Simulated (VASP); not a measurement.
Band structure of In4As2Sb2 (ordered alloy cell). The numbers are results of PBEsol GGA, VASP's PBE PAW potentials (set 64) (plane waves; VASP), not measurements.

Unless said otherwise, spin-orbit coupling is left out, though it shifts the bands of the heavy elements here.

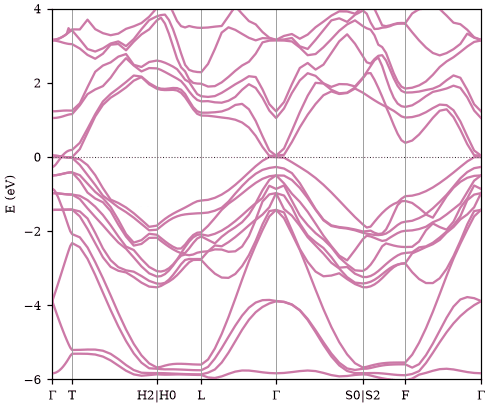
*Bands along high-symmetry lines, zero at the valence-band maximum or, without a gap, the Fermi level*

### Question
Read the plot: is there a gap, and where are the band edges?

### Answer
It has no gap at this level: it comes out as a metal or semimetal. (Edges off the drawn lines would not show.)

The structure was generated: In4As2Sb2 was put into an ordered model structure (R3m), which need not be its known phase. It was relaxed first.
